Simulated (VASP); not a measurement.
Band structure of AuZn (CsCl type). Computed with MS2 meta-GGA, VASP's PBE PAW potentials (set 64) (plane waves; VASP 6.6.1).

Unless said otherwise, spin-orbit coupling is left out, though it shifts the bands of the heavy elements here.

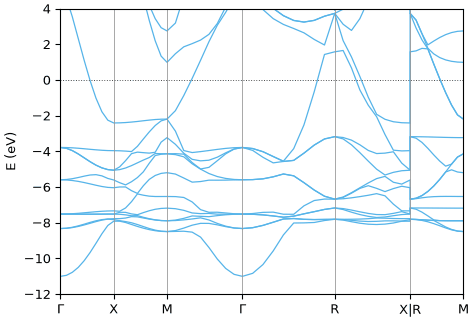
Bands along high-symmetry lines, zero at the valence-band maximum or, without a gap, the Fermi level

Q: Read the plot: is there a gap, and where are the band edges?

A: It has no gap at this level: it comes out as a metal or semimetal.

The compound is AuZn in the CsCl type structure. It was relaxed first. The electron count is odd and the run is not spin-polarised, which forces a metal.
